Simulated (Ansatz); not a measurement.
# C₃H₁₂OSi₂: what the fields show

The calculation's input:

```
basis:
  gaussian:
    orbitals: def2-SVPD
crystal:
  periodic: [false, false, false]
  atoms:
    - {symbol: C, position_ang: [0.973102, -0.780871, -1.907025]}
    - {symbol: C, position_ang: [0.432339, -0.284280, -0.559447]}
    - {symbol: C, position_ang: [-1.459697, -0.763710, 1.858313]}
    - {symbol: O, position_ang: [-0.369936, -2.926067, 0.308646]}
    - {symbol: Si, position_ang: [-0.933047, -1.358031, 0.162817]}
    - {symbol: Si, position_ang: [-0.167657, -4.399873, -0.414749]}
    - {symbol: H, position_ang: [1.758498, -0.118647, -2.305947]}
    - {symbol: H, position_ang: [0.174890, -0.837825, -2.665978]}
    - {symbol: H, position_ang: [1.409870, -1.788553, -1.815270]}
    - {symbol: H, position_ang: [1.247923, -0.224814, 0.183952]}
    - {symbol: H, position_ang: [0.037620, 0.744062, -0.656327]}
    - {symbol: H, position_ang: [-2.101345, -1.371126, -0.773654]}
    - {symbol: H, position_ang: [-2.249689, -1.408207, 2.275444]}
    - {symbol: H, position_ang: [-0.606871, -0.775134, 2.556265]}
    - {symbol: H, position_ang: [-1.849113, 0.266571, 1.809654]}
    - {symbol: H, position_ang: [1.191581, -4.495909, -1.023311]}
    - {symbol: H, position_ang: [-0.313082, -5.472147, 0.609088]}
    - {symbol: H, position_ang: [-1.187092, -4.603944, -1.487801]}
hamiltonian:
  xc: {name: PBE0}
output: {forces: true, orbitals: {seedname: orbitals}}
```

Command:

```sh
ansatz run input.yaml --threads 4 --pin off --max-ram 7830MiB --events-out events.jsonl --progress --plain --runs-dir runs
```

Geometry: B3LYP-D3(BJ)/def2-SVP.

All numbers below come from isolated molecule in a Gaussian basis; Kohn-Sham density functional theory, functional PBE0 (Ansatz).

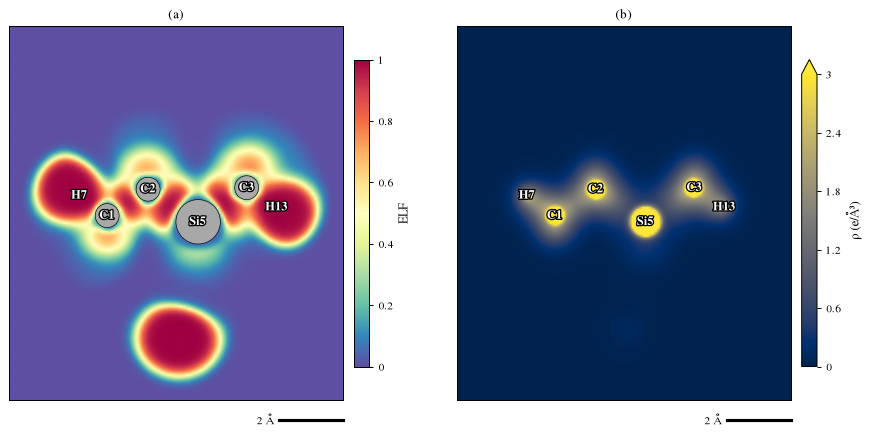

Figure 1. (a) electron localisation function; (b) electron density on the plane of atoms C1, C2 and Si5. Grey discs cover the atomic cores in the ELF map.

### What does the map show?

The plane passes through C, Si and H nuclei.
C–C (1.53 Å): the density is about 1.6 e/Å³ at the midpoint; the ELF peaks at about 0.95 between the atoms: a shared electron pair.
C–Si (1.87 Å): ρ at the midpoint is about 0.98 e/Å³; the ELF peaks at about 1 between the atoms (a shared electron pair).
C–H (1.10 Å): ρ is about 1.9 e/Å³ halfway; the ELF climbs to about 1 towards the hydrogen, as it does in any bond to H: an ordinary covalent bond to hydrogen.

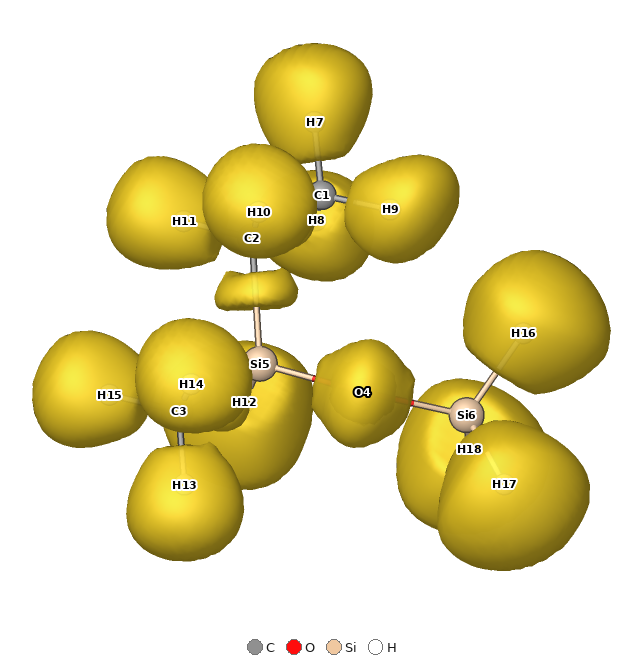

Figure 2. Isosurface of the ELF at 0.8 (yellow), seen at a tilt. Core shells and regions of very low density are left out.

### Identify the bonds, lone pairs and shells in this picture.

The surface consists of one region between bonded C–C atoms (shared pairs), two regions between bonded C–Si atoms (shared pairs), twelve regions around hydrogen nuclei and one region wrapped around O (its lone pairs, merged into a ring or cap).


 Si–O (1.65 Å): the ELF peaks at about 0.85 between the atoms; a shared but strongly polarised pair.

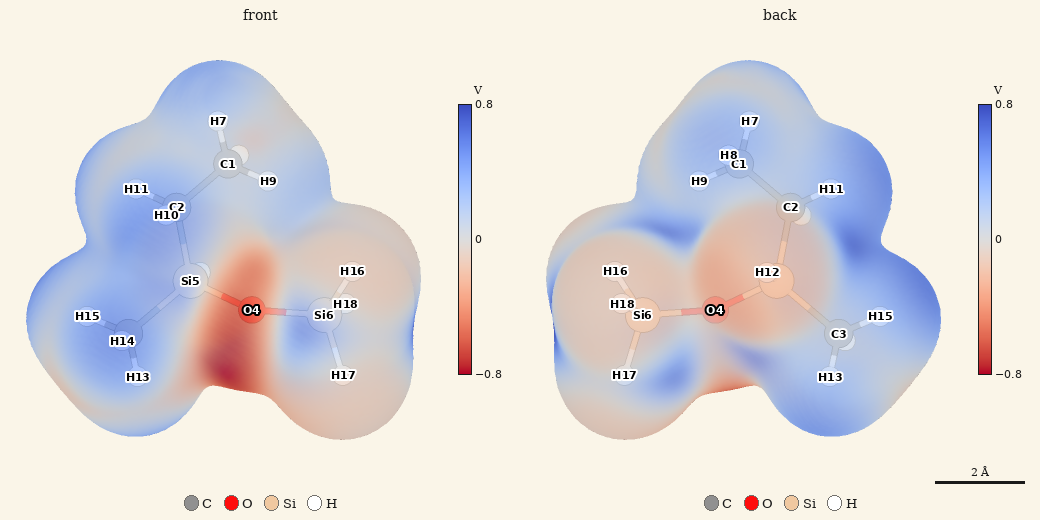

Figure 3. The molecular electrostatic potential painted on the density surface at 0.001 e/bohr³, seen from the front and from behind; red is negative and blue positive.

### Describe the electrostatic potential map.

The most negative region (about −0.7 V) lies over O4, the most positive (about +0.7 V) over Si6.

### What dipole moment does the calculation give?

Its dipole moment is 0.95 D.
